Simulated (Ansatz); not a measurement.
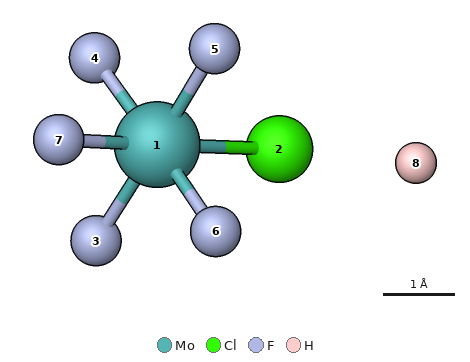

The starting structure (ball-and-stick view, seen at a tilt; atoms are numbered from 1 in the order of the input). Sticks mark near contacts.

# Geometry relaxation, with input and output: MoHClF$_{5}$

MoHClF$_{5}$, multiplicity 2, computed with UKS PBE/def2-SVP (Ansatz 0.2.0).

It belongs to a series of runs on one base structure; here: end point A relaxed. Figures and captions count atoms from 1; the log counts them from 0 in places.

Output:
```
The last accepted step is kept in [file] (removed where the run ends without a failure and the disk answers)
Engine: ansatz 0.2.0, aarch64-unknown-linux-gnu
Functional definition: PBE
  parameter kappa = 0.804
  parameter beta = 0.06672455060314922
  exchange = pbe_x(kappa = kappa, mu = beta*pi^2/3)
  correlation = pbe_c(beta = beta)
1296 factors; their error is unknown
mean field evaluation 1: about -27939.1524 eV, gradient 5.9e1 eV
mean field evaluation 2: about -27657.6428 eV, gradient 2.4e2 eV
mean field evaluation 4: about -27927.0585 eV, gradient 8.6e1 eV
mean field evaluation 8: about -27951.6172 eV, gradient 1.3e0 eV
mean field evaluation 16: about -27951.5680 eV, gradient 5.8e-3 eV
mean field evaluation 32: about -27951.5680 eV, gradient 4.5e-3 eV
mean field evaluation 64: about -27951.2177 eV, gradient 2.7e0 eV
mean field -27951.56799259 eV, -1027.2011774743 hartree, gradient 2.1e-5 eV, S^2 0.750244; 5 other end points of the search recorded, 0 dependent functions left out
the calculation of the forces begins
reference -27951.56807121 eV, -1027.2011803638 hartree; 39, 38 occupied and 85, 86 virtual orbitals, 1296 factors
relax step   1: F+E_penalty+E_count = -27951.56799259 eV  Δ(F+E_penalty+E_count) = +0.000e0 eV  max|allowed force component| = 3.395e-1 eV/Å  Δτ_max = 0.0000 Å  (230 SCF iters, accepted)
these checks for a lower state are left out or cut short: starts, cluster_reference, orbital_swaps, neighbouring_geometries, increment
1296 factors; their error is unknown
mean field -27951.57739867 eV, -1027.2015231413 hartree, gradient 2.5e-5 eV, S^2 0.750186; 0 other end points of the search recorded, 0 dependent functions left out
the calculation of the forces begins
reference -27951.57747742 eV, -1027.2015260355 hartree; 39, 38 occupied and 85, 86 virtual orbitals, 1296 factors
relax step   2: F+E_penalty+E_count = -27951.57739867 eV  Δ(F+E_penalty+E_count) = -9.406e-3 eV  max|allowed force component| = 1.269e-1 eV/Å  Δτ_max = 0.0403 Å  (36 SCF iters, accepted)
these checks for a lower state are left out or cut short: starts, cluster_reference, orbital_swaps, neighbouring_geometries, increment
1296 factors; their error is unknown
mean field -27951.59767606 eV, -1027.2022683219 hartree, gradient 1.3e-5 eV, S^2 0.750069; 0 other end points of the search recorded, 0 dependent functions left out
the calculation of the forces begins
reference -27951.59775563 eV, -1027.2022712458 hartree; 39, 38 occupied and 85, 86 virtual orbitals, 1296 factors
relax step   3: F+E_penalty+E_count = -27951.59767606 eV  Δ(F+E_penalty+E_count) = -2.028e-2 eV  max|allowed force component| = 5.966e-2 eV/Å  Δτ_max = 0.1957 Å  (36 SCF iters, accepted)
these checks for a lower state are left out or cut short: starts, cluster_reference, orbital_swaps, neighbouring_geometries, increment
1296 factors; their error is unknown
mean field -27951.60607993 eV, -1027.2025771584 hartree, gradient 1.1e-5 eV, S^2 0.750025; 0 other end points of the search recorded, 0 dependent functions left out
the calculation of the forces begins
reference -27951.60616033 eV, -1027.2025801129 hartree; 39, 38 occupied and 85, 86 virtual orbitals, 1296 factors
relax step   4: F+E_penalty+E_count = -27951.60607993 eV  Δ(F+E_penalty+E_count) = -8.404e-3 eV  max|allowed force component| = 3.139e-2 eV/Å  Δτ_max = 0.1841 Å  (35 SCF iters, accepted)
these checks for a lower state are left out or cut short: starts, cluster_reference, orbital_swaps, neighbouring_geometries, increment
1296 factors; their error is unknown
mean field evaluation 96: about -27951.6090 eV, gradient 1.9e-5 eV
mean field -27951.60895546 eV, -1027.2026828321 hartree, gradient 1.9e-5 eV, S^2 0.750015; 0 other end points of the search recorded, 0 dependent functions left out
the calculation of the forces begins
reference -27951.60903628 eV, -1027.2026858023 hartree; 39, 38 occupied and 85, 86 virtual orbitals, 1296 factors
relax step   5: F+E_penalty+E_count = -27951.60895546 eV  Δ(F+E_penalty+E_count) = -2.876e-3 eV  max|allowed force component| = 1.864e-2 eV/Å  Δτ_max = 0.0901 Å  (36 SCF iters, accepted)
these checks for a lower state are left out or cut short: starts, cluster_reference, orbital_swaps, neighbouring_geometries, increment
1296 factors; their error is unknown
mean field -27951.61167153 eV, -1027.2027826459 hartree, gradient 7.4e-6 eV, S^2 0.750004; 0 other end points of the search recorded, 0 dependent functions left out
the calculation of the forces begins
reference -27951.61175319 eV, -1027.2027856467 hartree; 39, 38 occupied and 85, 86 virtual orbitals, 1296 factors
relax step   6: F+E_penalty+E_count = -27951.61167153 eV  Δ(F+E_penalty+E_count) = -2.716e-3 eV  max|allowed force component| = 9.906e-3 eV/Å  Δτ_max = 0.1795 Å  (38 SCF iters, accepted)
these checks for a lower state are left out or cut short: starts, cluster_reference, orbital_swaps, neighbouring_geometries, increment
1296 factors; their error is unknown
mean field -27951.61221902 eV, -1027.2028027658 hartree, gradient 2.4e-5 eV, S^2 0.750002; 0 other end points of the search recorded, 0 dependent functions left out
the calculation of the forces begins
reference -27951.61230117 eV, -1027.2028057846 hartree; 39, 38 occupied and 85, 86 virtual orbitals, 1296 factors
relax step   7: F+E_penalty+E_count = -27951.61221902 eV  Δ(F+E_penalty+E_count) = -5.475e-4 eV  max|allowed force component| = 3.500e-3 eV/Å  Δτ_max = 0.1051 Å  (35 SCF iters, accepted)
these checks for a lower state are left out or cut short: starts, cluster_reference, orbital_swaps, neighbouring_geometries, increment
1296 factors; their error is unknown
mean field -27951.61243123 eV, -1027.2028105644 hartree, gradient 2.5e-5 eV, S^2 0.750001; 0 other end points of the search recorded, 0 dependent functions left out
the calculation of the forces begins
reference -27951.61251385 eV, -1027.2028136005 hartree; 39, 38 occupied and 85, 86 virtual orbitals, 1296 factors
relax step   8: F+E_penalty+E_count = -27951.61243123 eV  Δ(F+E_penalty+E_count) = -2.122e-4 eV  max|allowed force component| = 1.477e-2 eV/Å  Δτ_max = 0.0799 Å  (32 SCF iters, accepted)
1296 factors; their error is unknown
mean field evaluation 128: about -27948.2736 eV, gradient 3.0e1 eV
mean field evaluation 160: about -27945.6358 eV, gradient 8.0e0 eV
mean field evaluation 192: about -27951.5517 eV, gradient 3.1e0 eV
```

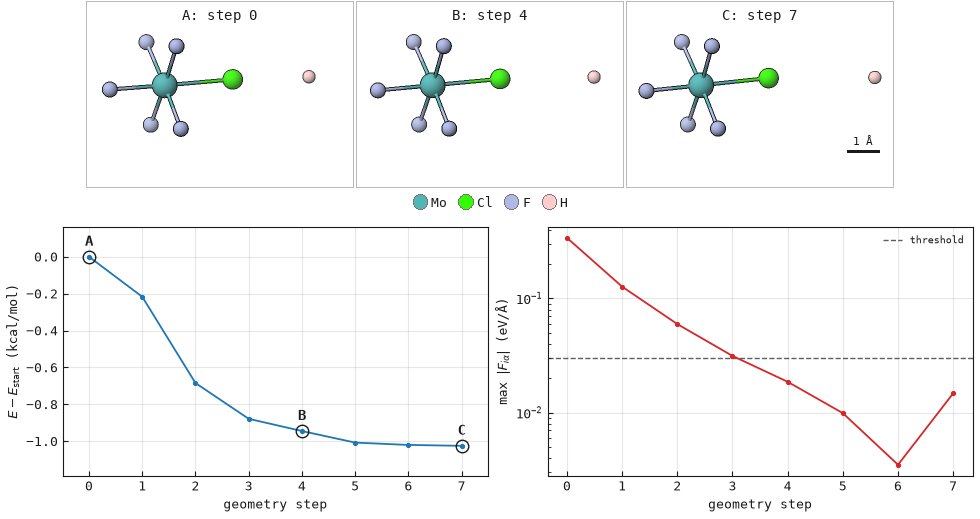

Frames of the relaxation (ball-and-stick view, seen at a tilt) above the curves, on which the letters mark them (the first geometry is step 0 here and step 1 in the log).

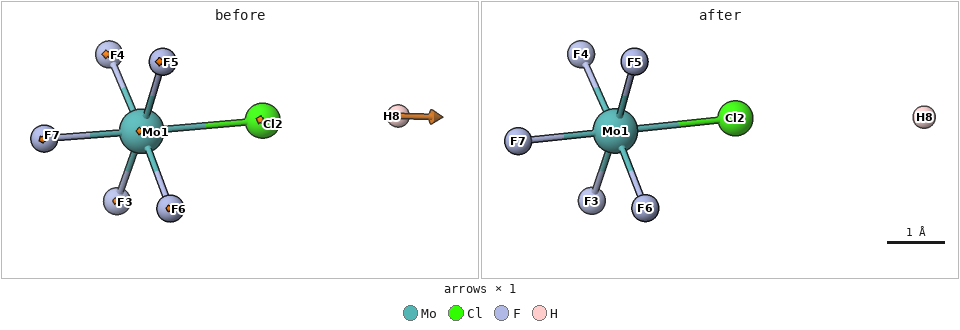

Before (left) and after (right) the relaxation, at one scale (ball-and-stick view, seen at a tilt). The orange arrows give the displacements, at true length. H8 moves most after the best rigid fit: 0.87 Å. By element the largest moves are H 0.87 Å, F 0.15 Å, Cl 0.15 Å, Mo 0.12 Å. Among the contacts that change: Mo1–Cl2 2.304 → 2.287 Å. After 7 geometry steps the energy has fallen by 1.02 kcal/mol. Largest force component: 0.34 eV/Å at the start, 0.015 eV/Å at the end. (Atoms are counted from 1 in the order of the input.)

```
mean field -27951.61243123 eV, -1027.2028105644 hartree, gradient 2.5e-5 eV, S^2 0.750001; 6 other end points of the search recorded, 0 dependent functions left out
the calculation of the forces begins
reference -27951.61251385 eV, -1027.2028136005 hartree; 39, 38 occupied and 85, 86 virtual orbitals, 1296 factors
Total energy: -27951.61251385 eV, -1027.2028136005 hartree
Atom 0 at    -0.010950     0.010950    -0.139695 Å, force    -0.001316     0.001316     0.005731 eV/Å
Atom 1 at    -0.065015     0.065014     2.146353 Å, force     0.001472    -0.001472    -0.014770 eV/Å
Atom 2 at     1.835624     0.010833    -0.137956 Å, force    -0.002684    -0.000540     0.002348 eV/Å
Atom 3 at    -0.009975     1.855602    -0.223734 Å, force     0.001470    -0.001398    -0.000724 eV/Å
Atom 4 at    -1.855602     0.009975    -0.223736 Å, force     0.001398    -0.001470    -0.000724 eV/Å
Atom 5 at    -0.010833    -1.835625    -0.137957 Å, force     0.000541     0.002684     0.002348 eV/Å
Atom 6 at     0.032349    -0.032348    -1.991256 Å, force    -0.001145     0.001145     0.004291 eV/Å
Atom 7 at     0.084403    -0.084401     5.727979 Å, force     0.000265    -0.000265     0.001501 eV/Å
Dipole moment:    -0.004022     0.004022     0.188874 e Å
```

Trajectory as extended XYZ (Å, eV, eV/Å), 8 frames, from step=1 to step=8:
```
8
Properties=species:S:1:pos:R:3:forces:R:3 step=1 energy=-27951.56799
Mo   -0.0024    0.0024   -0.0203   -0.0098   0.0098   0.1635
Cl   -0.0295    0.0295    2.2833   -0.0004   0.0004  -0.3395
F     1.8438   -0.0007   -0.0426   -0.0140  -0.0005   0.0042
F     0.0009    1.8485   -0.0705    0.0002  -0.0147  -0.0019
F    -1.8485   -0.0009   -0.0705    0.0147  -0.0002  -0.0019
F     0.0007   -1.8438   -0.0426    0.0005   0.0140   0.0042
F     0.0054   -0.0054   -1.8737    0.0024  -0.0024   0.0223
H     0.0296   -0.0296    4.8569    0.0064  -0.0064   0.1492
8
Properties=species:S:1:pos:R:3:forces:R:3 step=2 energy=-27951.57740
Mo   -0.0037    0.0037   -0.0240   -0.0037   0.0037   0.0350
Cl   -0.0307    0.0307    2.2652   -0.0075   0.0075  -0.1182
F     1.8422    0.0003   -0.0427    0.0114   0.0012  -0.0108
F    -0.0001    1.8492   -0.0779   -0.0013   0.0089  -0.0061
F    -1.8492    0.0001   -0.0779   -0.0089   0.0013  -0.0061
F    -0.0003   -1.8422   -0.0427   -0.0012  -0.0114  -0.0108
F     0.0077   -0.0077   -1.8768    0.0058  -0.0058  -0.0098
H     0.0342   -0.0342    4.8967    0.0054  -0.0054   0.1269
8
Properties=species:S:1:pos:R:3:forces:R:3 step=3 energy=-27951.59768
Mo   -0.0049    0.0049   -0.0487    0.0004  -0.0004  -0.0543
Cl   -0.0387    0.0387    2.2350    0.0076  -0.0076  -0.0055
F     1.8417    0.0020   -0.0696   -0.0070   0.0014   0.0090
F    -0.0017    1.8508   -0.1086   -0.0010  -0.0046  -0.0124
F    -1.8508    0.0017   -0.1086    0.0046   0.0010  -0.0124
F    -0.0020   -1.8417   -0.0696   -0.0014   0.0070   0.0090
F     0.0133   -0.0133   -1.9019   -0.0059   0.0059   0.0069
H     0.0431   -0.0431    5.0920    0.0028  -0.0028   0.0597
8
Properties=species:S:1:pos:R:3:forces:R:3 step=4 energy=-27951.60608
Mo   -0.0086    0.0086   -0.0744    0.0093  -0.0093  -0.0229
Cl   -0.0371    0.0371    2.2123   -0.0288   0.0288  -0.0314
F     1.8381    0.0062   -0.0832   -0.0041   0.0043  -0.0230
F    -0.0056    1.8539   -0.1498   -0.0048  -0.0111   0.0310
F    -1.8539    0.0056   -0.1498    0.0111   0.0048   0.0310
F    -0.0062   -1.8381   -0.0832   -0.0043   0.0041  -0.0230
F     0.0178   -0.0178   -1.9271    0.0203  -0.0203   0.0102
H     0.0555   -0.0555    5.2753    0.0013  -0.0013   0.0280
8
Properties=species:S:1:pos:R:3:forces:R:3 step=5 energy=-27951.60895
Mo   -0.0082    0.0082   -0.0884    0.0021  -0.0021  -0.0128
Cl   -0.0443    0.0443    2.1965   -0.0118   0.0118   0.0038
F     1.8385    0.0074   -0.0954   -0.0036   0.0004  -0.0149
F    -0.0069    1.8535   -0.1607   -0.0006  -0.0047   0.0061
F    -1.8535    0.0069   -0.1607    0.0047   0.0006   0.0061
F    -0.0074   -1.8385   -0.0954   -0.0004   0.0036  -0.0149
F     0.0214   -0.0214   -1.9409    0.0085  -0.0085   0.0079
H     0.0605   -0.0605    5.3650    0.0010  -0.0010   0.0186
8
Properties=species:S:1:pos:R:3:forces:R:3 step=6 energy=-27951.61167
Mo   -0.0091    0.0091   -0.1140   -0.0036   0.0036   0.0099
Cl   -0.0542    0.0542    2.1716   -0.0002   0.0002  -0.0022
F     1.8374    0.0099   -0.1177   -0.0007  -0.0021  -0.0023
F    -0.0092    1.8541   -0.1902    0.0024  -0.0003  -0.0042
F    -1.8541    0.0092   -0.1902    0.0003  -0.0024  -0.0042
F    -0.0099   -1.8374   -0.1177    0.0021   0.0007  -0.0023
F     0.0277   -0.0277   -1.9657   -0.0009   0.0009  -0.0017
H     0.0715   -0.0715    5.5439    0.0005  -0.0005   0.0068
8
Properties=species:S:1:pos:R:3:forces:R:3 step=7 energy=-27951.61222
Mo   -0.0103    0.0103   -0.1284   -0.0014   0.0014  -0.0009
Cl   -0.0593    0.0593    2.1567   -0.0022   0.0022   0.0035
F     1.8362    0.0111   -0.1287    0.0003  -0.0018  -0.0014
F    -0.0102    1.8551   -0.2097    0.0016   0.0000  -0.0001
F    -1.8551    0.0102   -0.2097    0.0000  -0.0016  -0.0001
F    -0.0111   -1.8362   -0.1287    0.0018  -0.0003  -0.0014
F     0.0309   -0.0309   -1.9799   -0.0004   0.0004  -0.0025
H     0.0789   -0.0789    5.6484    0.0003  -0.0003   0.0029
8
Properties=species:S:1:pos:R:3:forces:R:3 step=8 energy=-27951.61243
Mo   -0.0109    0.0109   -0.1397   -0.0013   0.0013   0.0057
Cl   -0.0650    0.0650    2.1464    0.0015  -0.0015  -0.0148
F     1.8356    0.0108   -0.1380   -0.0027  -0.0005   0.0023
F    -0.0100    1.8556   -0.2237    0.0015  -0.0014  -0.0007
F    -1.8556    0.0100   -0.2237    0.0014  -0.0015  -0.0007
F    -0.0108   -1.8356   -0.1380    0.0005   0.0027   0.0023
F     0.0323   -0.0323   -1.9913   -0.0011   0.0011   0.0043
H     0.0844   -0.0844    5.7280    0.0003  -0.0003   0.0015
```

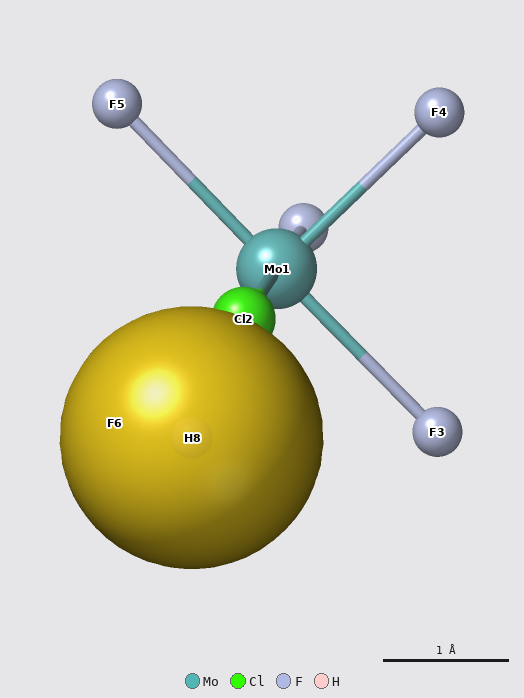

The HOMO (α) at ±0.2 Å⁻³ᐟ² (yellow and cyan are the two phases), seen at an oblique angle. It lies mainly on H8 (100 %). Its energy is −7.61 eV.

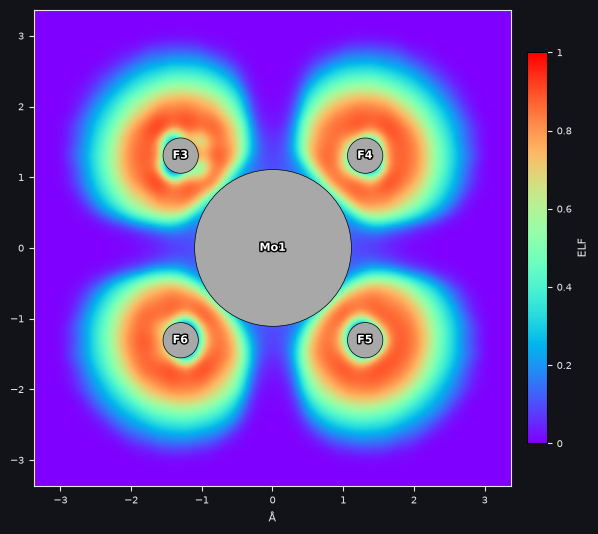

Electron localisation function on the plane of atoms F3, Mo1 and F6. Grey discs, where drawn, cover atomic cores. Mo–F (1.85 Å): the ELF peaks at about 0.85 in the valence shell of F, 0.5 Å from its nucleus, and drops to about 0.20 between the two atoms.

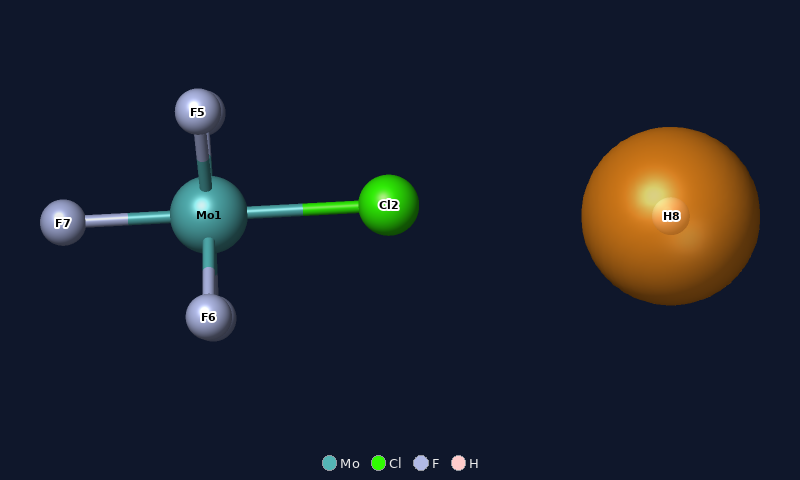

Isosurfaces of the spin density (α minus β) at +0.03 (orange) and −0.03 e/Å³ (purple), seen face on. The unpaired spin (1 electron) lies mostly on H8 (about 1.0), in electrons by Hirshfeld's partition. Only one sign reaches the isovalue.

The run was set up as follows.

Input file:
```yaml
crystal:
  periodic: [false, false, false]
  atoms:
    - { symbol: Mo, position_ang: [-0.002427, 0.002427, -0.02029] }
    - { symbol: Cl, position_ang: [-0.029509, 0.02951, 2.283311] }
    - { symbol: F, position_ang: [1.843763, -0.00068, -0.042577] }
    - { symbol: F, position_ang: [0.000942, 1.848451, -0.070546] }
    - { symbol: F, position_ang: [-1.848451, -0.000942, -0.070546] }
    - { symbol: F, position_ang: [0.00068, -1.843763, -0.042577] }
    - { symbol: F, position_ang: [0.005365, -0.005365, -1.873712] }
    - { symbol: H, position_ang: [0.029638, -0.029638, 4.856936] }
magnetization:
  spin_polarized: true
  initial_magnetization: 1
basis:
  gaussian: { orbitals: def2-SVP }
hamiltonian:
  xc: pbe
relax:
  f_tol: 0.03
  max_steps: 50
output:
  orbitals: {}
```

Launch command:
```bash
ansatz run input.yaml --threads 4 --pin off --max-ram 5120MiB --backend cpu --events-out ev --progress --plain --runs-dir out
```

Key numbers:

- outcome: converged
- total energy: −27951.6125 eV
- mean-field energy: −27951.6125 eV
- ⟨S²⟩: 0.750
- largest force (length of the vector) at the end: 0.015 eV/Å
- hardware: 4 threads of Arm Neoverse V1, 24 GiB of memory available, shared host
- wall time: 41 s (CPU time 2.6 min)
- peak memory: 0.33 GiB
